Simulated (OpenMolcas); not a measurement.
**Geometry relaxation of N$_{2}$ (part 3 of 4)**

The same run, continued: N$_{2}$, SMILES N#N; HF/3-21G, RHF (OpenMolcas 26.06). The geometry comes from this level: PBE0-D4/def2-TZVP.

Geometry of the input (Å):
```
N  0.4655  -0.1503  0.2398
N  -0.4655  0.1503  -0.2398
```

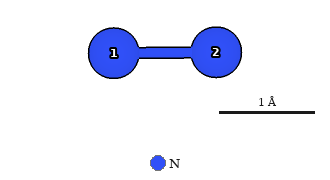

Figure 1. The starting structure (ball-and-stick view, seen on its broad side; atoms are numbered from 1 in the order of the input).

**The program's output, continued**
```
 Process perturbation number                     5
        Iteration         Delta     Res(kappa) Res(CI)
            1          0.0056260   0.6229952   0.0000000   0.0000000   0.0638280
            2          0.0000298   0.0528454   0.0000000   0.0000000   0.0003379
            3          0.0000004   0.0084237   0.0000000   0.0000000   0.0000042
            4          0.0000000   0.0002383   0.0000000   0.0000000   0.0000000
      Perturbation no:    5 converged in    4 steps.

 Process perturbation number                     6
        Iteration         Delta     Res(kappa) Res(CI)
            1          0.0064595   0.7977750   0.0000000   0.0000000   0.0893563
            2          0.0000381   0.0624414   0.0000000   0.0000000   0.0005266
            3          0.0000004   0.0093589   0.0000000   0.0000000   0.0000058
            4          0.0000000   0.0003066   0.0000000   0.0000000   0.0000000
      Perturbation no:    6 converged in    4 steps.

 Process perturbation number                     7
        Iteration         Delta     Res(kappa) Res(CI)
            1          0.1144048   3.5599791   0.0000000   0.0000000   1.6400853
            2          0.0027605   0.5311480   0.0000000   0.0000000   0.0395737
            3          0.0000684   0.0918818   0.0000000   0.0000000   0.0009804
            4          0.0000004   0.0090424   0.0000000   0.0000000   0.0000056
            5          0.0000000   0.0004551   0.0000000   0.0000000   0.0000000
      Perturbation no:    7 converged in    5 steps.

 Process perturbation number                     8
        Iteration         Delta     Res(kappa) Res(CI)
            1          0.1071229   1.8292970   0.0000000   0.0000000   0.5665125
            2          0.0017932   0.3067290   0.0000000   0.0000000   0.0094834
            3          0.0000511   0.0457037   0.0000000   0.0000000   0.0002700
            4          0.0000008   0.0056461   0.0000000   0.0000000   0.0000042
            5          0.0000000   0.0004269   0.0000000   0.0000000   0.0000000
      Perturbation no:    8 converged in    5 steps.

 Process perturbation number                     9
        Iteration         Delta     Res(kappa) Res(CI)
            1          0.1348940   2.4319866   0.0000000   0.0000000   0.9329054
            2          0.0021772   0.3614759   0.0000000   0.0000000   0.0150569
            3          0.0000724   0.0653490   0.0000000   0.0000000   0.0005008
            4          0.0000008   0.0067109   0.0000000   0.0000000   0.0000054
            5          0.0000000   0.0004754   0.0000000   0.0000000   0.0000000
      Perturbation no:    9 converged in    5 steps.

      ************************************
      * Harmonic frequencies in cm-1     *
      * Intensities in km/mole           *
      * No correction due to curvilinear *
      * representations has been done    *
      ************************************

    Symmetry a
   ==============

                        1         2         3         4         5         6

     Frequency:        i0.00     i0.00     i0.00      1.46      1.47   2612.54

     Intensity:    2.993E-27 3.999E-27 5.310E-27 5.110E-26 4.138E-26 4.438E-26
     Red. mass:     14.00307  14.00307  14.00307  14.00307  14.00307  14.00307

     N1         x    0.58283   0.08628  -0.38811  -0.28183  -0.23561   0.60420
     N1         y    0.07983  -0.70181  -0.03588  -0.63047   0.25386  -0.19508
     N1         z    0.39235   0.00441   0.58999   0.15192   0.61648   0.31125
     N2         x    0.58283   0.08628  -0.38811   0.28183   0.23561  -0.60420
     N2         y    0.07983  -0.70181  -0.03588   0.63047  -0.25386   0.19508
     N2         z    0.39235   0.00441   0.58999  -0.15192  -0.61648  -0.31125

++ Principal components of the normal modes
   ----------------------------------------

   (Only contributions larger than 0.50 times the maximum are printed)

      Mode      1
        Frequency:           i0.00 cm-1
      ---------------------------------
        Tx                       1.0000
        Tz                       0.6732
      ---------------------------------

      Mode      2
        Frequency:           i0.00 cm-1
      ---------------------------------
        Ty                      -1.0000
      ---------------------------------

      Mode      3
        Frequency:           i0.00 cm-1
      ---------------------------------
        Tz                       1.0000
        Tx                      -0.6578
      ---------------------------------

      Mode      4
        Frequency:            1.46 cm-1
      ---------------------------------
        Ryz                     -1.0000
      ---------------------------------

      Mode      5
        Frequency:            1.47 cm-1
      ---------------------------------
        Ryz                     -1.0000
      ---------------------------------

      Mode      6
        Frequency:         2612.54 cm-1
      ---------------------------------
        Bond N2 N1               1.0000
      ---------------------------------
--

++ Thermochemistry

 *********************
 *                   *
 *  THERMOCHEMISTRY  *
 *                   *
 *********************

 Mass-centered Coordinates (angstrom):
 ********************************************************
 Label        X           Y           Z          Mass
 --------------------------------------------------------
 N1        -0.000000    0.000000    0.541418     14.00307
 N2         0.000000    0.000000   -0.541418     14.00307
 --------------------------------------------------------
 Molecular mass:   28.006148
 Rotational Constants (cm-1):    2.0534    2.0534**********
 Rotational Constants (GHz) :   61.5601   61.5601**********
 Rotational temperatures (K):    2.9544    2.9544**********
 Rotational Symmetry factor:  2
 Vibrational temperature (K):
   3758.87
 Number of trans. and rot. degrees of freedom:  6
 ZPVE                 3.735 kcal/mol      0.005952 au.
 ZPVE corrected energy                 -108.295002 au.

 *****************************************************
 Temperature =     0.00 kelvin, Pressure =   1.00 atm
 -----------------------------------------------------
 Molecular Partition Function and Molar Entropy:
                        q/V (M**-3)    S(kcal/mol*K)
 Electronic            1.000000E+00        0.000
 Translational         1.000000E+00        0.000
 Rotational            1.000000E+00        2.981
 Vibrational           1.000000E+00        0.000
 TOTAL                 1.000000E+00        2.981

 Thermal contributions to INTERNAL ENERGY:
 Electronic           0.000 kcal/mol      0.000000 au.
 Translational        0.000 kcal/mol      0.000000 au.
 Rotational           0.000 kcal/mol      0.000000 au.
 Vibrational          3.735 kcal/mol      0.005952 au.
 TOTAL                3.735 kcal/mol      0.005952 au.

 Thermal contributions to
 ENTHALPY             3.735 kcal/mol      0.005952 au.
 GIBBS FREE ENERGY    3.735 kcal/mol      0.005952 au.

 Sum of energy and thermal contributions
 INTERNAL ENERGY                       -108.295002 au.
 ENTHALPY                              -108.295002 au.
 GIBBS FREE ENERGY                     -108.295002 au.
 -----------------------------------------------------

 *****************************************************
 Temperature =   100.00 kelvin, Pressure =   1.00 atm
 -----------------------------------------------------
 Molecular Partition Function and Molar Entropy:
                        q/V (M**-3)    S(kcal/mol*K)
 Electronic            1.000000E+00        0.000
 Translational         8.808062E+26       30.497
 Rotational            1.921142E-06      -23.176
 Vibrational           6.882129E-09        0.000
 TOTAL                 1.164562E+13        7.321

 Thermal contributions to INTERNAL ENERGY:
 Electronic           0.000 kcal/mol      0.000000 au.
 Translational        0.298 kcal/mol      0.000475 au.
 Rotational           0.298 kcal/mol      0.000475 au.
 Vibrational          3.735 kcal/mol      0.005952 au.
 TOTAL                4.331 kcal/mol      0.006902 au.

 Thermal contributions to
 ENTHALPY             4.530 kcal/mol      0.007219 au.
 GIBBS FREE ENERGY    3.798 kcal/mol      0.006052 au.

 Sum of energy and thermal contributions
 INTERNAL ENERGY                       -108.294052 au.
 ENTHALPY                              -108.293735 au.
 GIBBS FREE ENERGY                     -108.294902 au.
 -----------------------------------------------------

 *****************************************************
 Temperature =   273.15 kelvin, Pressure =   1.00 atm
 -----------------------------------------------------
 Molecular Partition Function and Molar Entropy:
                        q/V (M**-3)    S(kcal/mol*K)
 Electronic            1.000000E+00        0.000
 Translational         3.976328E+27       35.489
 Rotational            8.672837E-06      -20.181
 Vibrational           1.027536E-03        0.000
 TOTAL                 3.543566E+19       15.308

 Thermal contributions to INTERNAL ENERGY:
 Electronic           0.000 kcal/mol      0.000000 au.
 Translational        0.814 kcal/mol      0.001298 au.
 Rotational           0.814 kcal/mol      0.001298 au.
 Vibrational          3.735 kcal/mol      0.005952 au.
 TOTAL                5.363 kcal/mol      0.008547 au.

 Thermal contributions to
 ENTHALPY             5.906 kcal/mol      0.009412 au.
 GIBBS FREE ENERGY    1.725 kcal/mol      0.002748 au.

 Sum of energy and thermal contributions
 INTERNAL ENERGY                       -108.292407 au.
 ENTHALPY                              -108.291542 au.
 GIBBS FREE ENERGY                     -108.298205 au.
 -----------------------------------------------------

 *****************************************************
 Temperature =   298.15 kelvin, Pressure =   1.00 atm
 -----------------------------------------------------
 Molecular Partition Function and Molar Entropy:
                        q/V (M**-3)    S(kcal/mol*K)
 Electronic            1.000000E+00        0.000
 Translational         4.534533E+27       35.924
 Rotational            9.890348E-06      -19.920
 Vibrational           1.829617E-03        0.000
 TOTAL                 8.205488E+19       16.005

 Thermal contributions to INTERNAL ENERGY:
 Electronic           0.000 kcal/mol      0.000000 au.
 Translational        0.889 kcal/mol      0.001416 au.
 Rotational           0.889 kcal/mol      0.001416 au.
 Vibrational          3.735 kcal/mol      0.005952 au.
 TOTAL                5.512 kcal/mol      0.008784 au.

 Thermal contributions to
 ENTHALPY             6.105 kcal/mol      0.009729 au.
 GIBBS FREE ENERGY    1.333 kcal/mol      0.002124 au.

 Sum of energy and thermal contributions
 INTERNAL ENERGY                       -108.292169 au.
 ENTHALPY                              -108.291225 au.
 GIBBS FREE ENERGY                     -108.298829 au.
 -----------------------------------------------------

 *****************************************************
 Temperature =   323.15 kelvin, Pressure =   1.00 atm
 -----------------------------------------------------
 Molecular Partition Function and Molar Entropy:
                        q/V (M**-3)    S(kcal/mol*K)
 Electronic            1.000000E+00        0.000
 Translational         5.116660E+27       36.324
 Rotational            1.116004E-05      -19.680
 Vibrational           2.979587E-03        0.000
 TOTAL                 1.701407E+20       16.645

 Thermal contributions to INTERNAL ENERGY:
 Electronic           0.000 kcal/mol      0.000000 au.
 Translational        0.963 kcal/mol      0.001535 au.
 Rotational           0.963 kcal/mol      0.001535 au.
 Vibrational          3.735 kcal/mol      0.005952 au.
 TOTAL                5.661 kcal/mol      0.009022 au.

 Thermal contributions to
 ENTHALPY             6.304 kcal/mol      0.010045 au.
 GIBBS FREE ENERGY    0.925 kcal/mol      0.001474 au.

 Sum of energy and thermal contributions
 INTERNAL ENERGY                       -108.291932 au.
 ENTHALPY                              -108.290908 au.
 GIBBS FREE ENERGY                     -108.299480 au.
 -----------------------------------------------------

 *****************************************************
 Temperature =   373.15 kelvin, Pressure =   1.00 atm
 -----------------------------------------------------
 Molecular Partition Function and Molar Entropy:
                        q/V (M**-3)    S(kcal/mol*K)
 Electronic            1.000000E+00        0.000
 Translational         6.349003E+27       37.039
 Rotational            1.384792E-05      -19.251
 Vibrational           6.495609E-03        0.001
 TOTAL                 5.710971E+20       17.789

 Thermal contributions to INTERNAL ENERGY:
 Electronic           0.000 kcal/mol      0.000000 au.
 Translational        1.112 kcal/mol      0.001773 au.
 Rotational           1.112 kcal/mol      0.001773 au.
 Vibrational          3.735 kcal/mol      0.005952 au.
 TOTAL                5.960 kcal/mol      0.009497 au.

 Thermal contributions to
 ENTHALPY             6.701 kcal/mol      0.010679 au.
 GIBBS FREE ENERGY    0.063 kcal/mol      0.000101 au.

 Sum of energy and thermal contributions
 INTERNAL ENERGY                       -108.291456 au.
 ENTHALPY                              -108.290274 au.
 GIBBS FREE ENERGY                     -108.300853 au.
 -----------------------------------------------------

 *****************************************************
 Temperature =   473.15 kelvin, Pressure =   1.00 atm
 -----------------------------------------------------
 Molecular Partition Function and Molar Entropy:
                        q/V (M**-3)    S(kcal/mol*K)
 Electronic            1.000000E+00        0.000
 Translational         9.065226E+27       38.219
 Rotational            1.977232E-05      -18.543
 Vibrational           1.883914E-02        0.006
 TOTAL                 3.376738E+21       19.682

 Thermal contributions to INTERNAL ENERGY:
 Electronic           0.000 kcal/mol      0.000000 au.
 Translational        1.410 kcal/mol      0.002248 au.
 Rotational           1.410 kcal/mol      0.002248 au.
 Vibrational          3.737 kcal/mol      0.005956 au.
 TOTAL                6.558 kcal/mol      0.010451 au.

 Thermal contributions to
 ENTHALPY             7.498 kcal/mol      0.011950 au.
 GIBBS FREE ENERGY   -1.814 kcal/mol     -0.002891 au.

 Sum of energy and thermal contributions
 INTERNAL ENERGY                       -108.290502 au.
 ENTHALPY                              -108.289004 au.
 GIBBS FREE ENERGY                     -108.303844 au.
 -----------------------------------------------------
--

 ************************************
 *       Polarizabilities           *
 ************************************

        9.9903542724750274
       -1.9352681213327529      4.6214165018503408
        3.0876732900730826     -0.9969437067339137      5.5871592651342485

++    Isotopic shifts:
      ----------------

 ****************************************
 * Isotope shifted frequencies in cm-1  *
 ****************************************

  Single substitutions:
  -----------------------

 Masses:
 =======
  15  14

 Frequencies:
 ============
                         1         2         3         4         5         6

            Freq.      i0.00     i0.00     i0.00      1.44      1.44   2568.76

  Full substitutions:
  -----------------------

 Masses:
 =======
  15  15

 Frequencies:
 ============
                         1         2         3         4         5         6

            Freq.      i0.00     i0.00     i0.00      1.42      1.42   2524.22

--

      The response parameters are written to the file RESP.
--- Stop Module: mclr /rc=_RC_ALL_IS_WELL_ ---

--- Start Module: mclr ---

                                               &MCLR

                       available to each process: 1.9 GB of memory, 1 thread

 Ordinary integral handling
 OrdInt status: non-squared

++   Wave function specifications:
     -----------------------------
     Wavefunction type:                          SCF
     Number of irreducible symmetry groups       1
     Number of basis functions                  18
     Number of occupied orbitals                 7
     SCF energy =                  -108.3009535594
--

     Convergence threshold=               1.0000E-04
     Max number of iterations in PCG:            200

++   Perturbation specifications:
     ----------------------------

     Number of perturbations in each symmetry      9
     Type of perturbation:                         Hessian
--

++   Perturbations:
     --------------

     -------------------------------------
      No.    Symmetry    Center Direction
     -------------------------------------
       1       a            N1         x
       2       a            N1         y
       3       a            N1         z
       4       a            N2         x
       5       a            N2         y
       6       a            N2         z
       7       a            MLTPL  1 X
       8       a            MLTPL  1 Y
       9       a            MLTPL  1 Z
     -------------------------------------
--

     Linear response function is computed for Restricted Hartree-Fock wavefunction
```
